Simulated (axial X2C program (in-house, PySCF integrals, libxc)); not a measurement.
**ZrH: relativistic diatomic calculation**

System: ZrH, single determinant with Ω = 3/2.
Method: PBE0, two-component X2C with atomic mean-field Coulomb and Gaunt terms, Zr dyall-v3z, H dyall-v3z (cores contracted) (axial X2C program (in-house, PySCF integrals, libxc)).

**The input**
```
{"zs": [40, 1], "q": 0, "bas": ["dyall-v3z", "dyall-v3z"], "levels": ["PBE0", "HF", "PW91", "PBE"], "cc": false, "r0": 1.86, "npts": 10, "nst": 2, "ntry": 6, "opt": {"maxit": 3}}
```

The line is the task of a batch: nuclear charges, charge, bases, the levels to run, a first guess of the distance and further settings. This report covers PBE0 with spin-orbit coupling. The log is that of the reference distance 1.857 Å.

Hardware: 1 thread of Arm Neoverse N1, 98 GiB of memory available, shared host.

The run was one of a batch that the task file lists, launched with:
```bash
python <driver script> task.json out
```

**The program's output**
```
two-component X2C + atomic mean field  PBE0
basis functions 155  fitting functions 830  grid points 5071
iter        total energy     max residual
   1      -3597.172653568     2.89e-01
   2      -3597.179965977     3.73e-03
   3      -3597.180007808     4.73e-04
NOT converged
one-electron -4987.83816946  Coulomb 1495.98745183  exact exchange -28.33876081  xc functional -86.79147827  nuclear repulsion 11.39853982  atomic mean-field constant -1.59759091
```

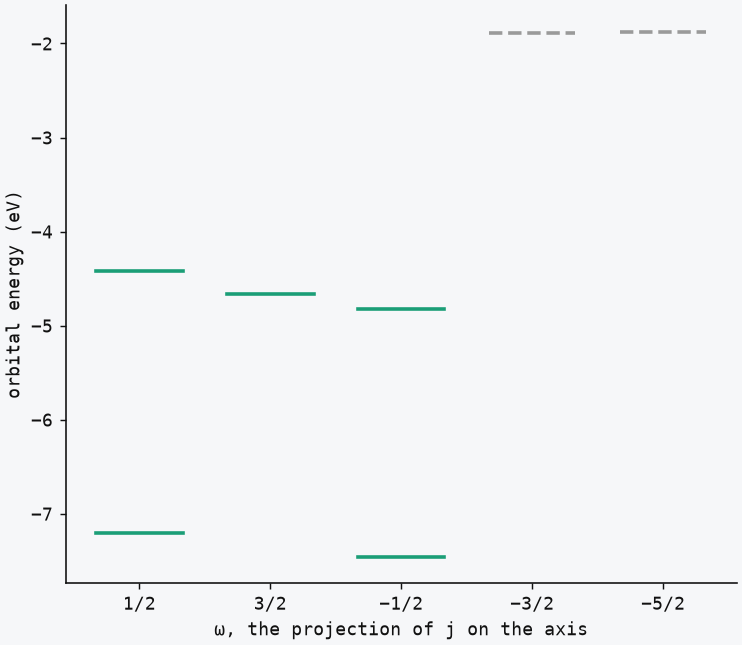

Orbital energies near the frontier at 1.86 Å, filled (solid) and empty (dashed). The highest filled spinor (1/2; 95 % Zr d, 2 % Zr p) lies at −4.42 eV, the lowest empty one (−3/2; 91 % Zr d, 7 % Zr p) at −1.89 eV.

**What the run reported**

```
 quantity          value
  outcome  not converged
wall time            4 s
```

**What went wrong**

The input is odd on purpose: few iterations (maxit = 3.0). The run did not meet its convergence test, so its last values are not results. Limits: some points did not converge.
